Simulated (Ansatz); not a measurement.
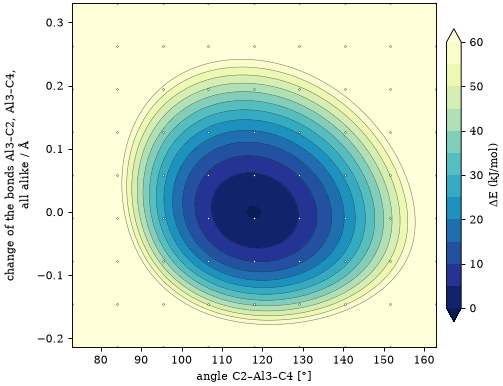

C₃H₄Al, SMILES C#[C][Al][CH3], spin multiplicity 2. 
- The first coordinate is: angle C2–Al3–C4; the second: change of the bonds Al3–C2, Al3–C4, all alike.
- Nothing is relaxed (all other coordinates rigid).
- Grid: 9 × 9 points.
- Points are written as (first, second).
- Energies: kJ/mol, counted from the lowest grid point.
- The calculation used Ansatz, UKS PBE0-D4/def2-SVP.

In the figure: filled contours, dots at the grid points, one colour for all values above the top of the scale. Between grid points the surface is interpolated.

Estimate the position of the minimum and the force constants in these coordinates.

Answer. The interpolated minimum is at angle C2–Al3–C4 ≈ 117.8°, the second coordinate ≈ 0.000 Å. The curvatures there are about 3 eV/rad² and 30 eV/Å², with a cross term of about 0.9 eV/(rad·Å). Round the minimum the two coordinates are weakly coupled (coupling 0.10 in units of the two stiffnesses). (1 eV is 96.5 kJ/mol.)
